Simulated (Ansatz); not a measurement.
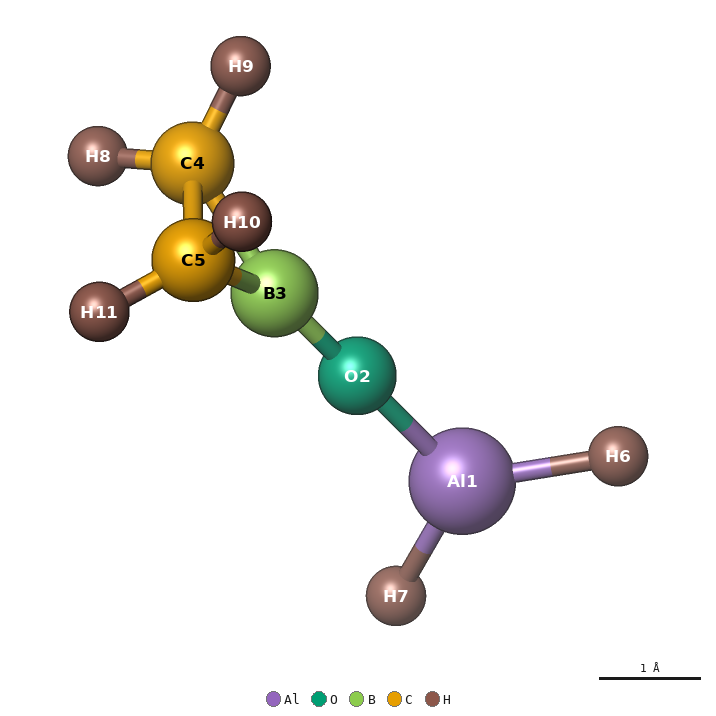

The atoms are numbered. The computed structure is the end point of a PBE0-D4/def2-TZVP optimisation. No frequency run is at hand to confirm it as a minimum.

Describe the coordination of atom 2.

O2 has 2 neighbours (Al1 at 1.68, B3 at 1.32 Å); the arrangement is linear.

What is the geometry at Al1?

Al1 has 3 neighbours (O2 at 1.68, H6 at 1.58, H7 at 1.58 Å); the arrangement is trigonal planar.

What is the dihedral angle O2–B3–C4–C5?

180° in size, that is anti.
